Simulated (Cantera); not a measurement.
Input: 1 mol SiC, 0.093 mol H2O, 120 mol H2, equilibrated at 2.20e-5 bar.

These are equilibrium values from Cantera (NASA tables, ideal gas, pure condensed phases), not measurements of a reactor. Candidate condensed phases: C, C6H6, C7H8, C8H18, H2O, Si, SiC, SiO2; 123 gas species. Mutual solubility and eutectic melting of coexisting phases are not modelled. Equilibrium is a limit: real reactors are often held back by kinetics, nucleation or transport.

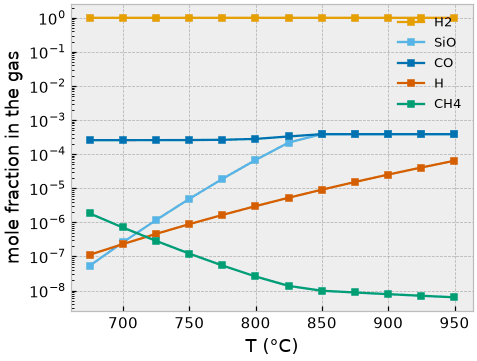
Figure. Equilibrium gas composition (values under 1e-9 drawn at 1e-9)

Q: Read off the mole fractions at 725 °C.

A: H2 about 1.00, CO about 0.00026, SiO about 1.2e-6, H about 4.6e-7, CH4 about 2.9e-7.
